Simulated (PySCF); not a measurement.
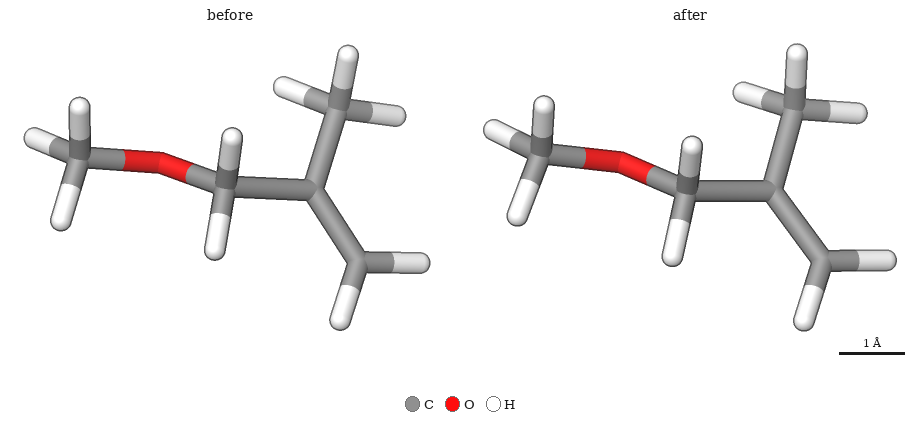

The structure of C5H10O before (left) and after (right) a relaxation, at one scale.

Style: stick. Shown at a tilt.

The start comes from GFN2-xTB. Its atoms were then displaced at random by about 0.01 Å.

Method: PySCF 2.14.0, density-fitted response routines, PBE0-D3(BJ)/def2-SVP geometry optimisation, gas phase. 

Question: What changed between the two?

Answer: Over 5 geometry steps the energy falls by 2.42 kcal/mol. The largest move after the best rigid fit is that of an H atom, 0.18 Å. By element the largest moves are H 0.18 Å, C 0.08 Å, O 0.01 Å. Near-neighbour distances that change, for instance: C–C 1.540 → 1.502 Å, C–H 1.065 → 1.094 Å, C–C 1.319 → 1.336 Å, C–O 1.381 → 1.399 Å. Among the angles between lasting bonds that change: C–C–H 107.8° → 110.4°, O–C–H 113.4° → 111.1°.
